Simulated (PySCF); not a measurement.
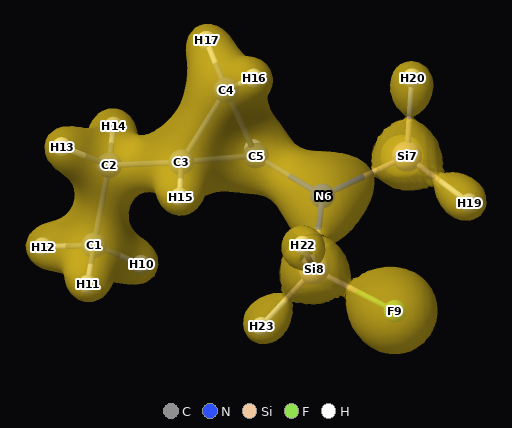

Figure 1: C₅H₁₄FNSi₂. Isosurface of the total electron density at 0.8 e/Å³ (yellow), seen at a tilt.

Geometry: GFN2-xTB.

Computed with PBE0/pcSseg-1, SCF density, gas phase, non-relativistic in PySCF.

```
atom    x (Å)    y (Å)    z (Å)
   C   2.7779  -0.6677   0.5339
   C   2.2762   0.5293  -0.2682
   C   0.8514   0.3194  -0.7260
   C  -0.0556   1.4887  -0.9849
   C  -0.2774   0.6048   0.2128
   N  -1.4441  -0.2191   0.3120
  Si  -2.8150   0.5904   1.0368
  Si  -1.4377  -1.7822  -0.4106
   F  -2.7651  -2.5303   0.0986
   H   2.1412  -0.8308   1.4003
   H   2.7607  -1.5671  -0.0773
   H   3.7970  -0.5020   0.8755
   H   2.9193   0.6808  -1.1394
   H   2.3312   1.4304   0.3466
   H   0.7325  -0.5280  -1.3891
   H  -0.7576   1.4073  -1.8004
   H   0.3250   2.4864  -0.8265
   H  -0.0002   1.0379   1.1705
   H  -3.9156  -0.3559   1.0821
   H  -3.1375   1.7745   0.2308
   H  -2.3885   1.0158   2.3763
   H  -1.5910  -1.7707  -1.8626
   H  -0.3318  -2.5848   0.0916
```

**What does this surface tell about the bonding?**

At this value the surface is in one piece. It bridges the sampled C–N (1.43 Å), C–C (1.50 Å), Si–F (1.61 Å) and Si–N (1.72 Å) contacts, where the density stays above the isovalue. On the grid the lowest density along these lines, outside the cores, is 1.9 e/Å³ (C–N, 1.43 Å), 1.6 e/Å³ (C–C, 1.50 Å), 0.91 e/Å³ (Si–F, 1.61 Å) and 0.92 e/Å³ (Si–N, 1.72 Å).
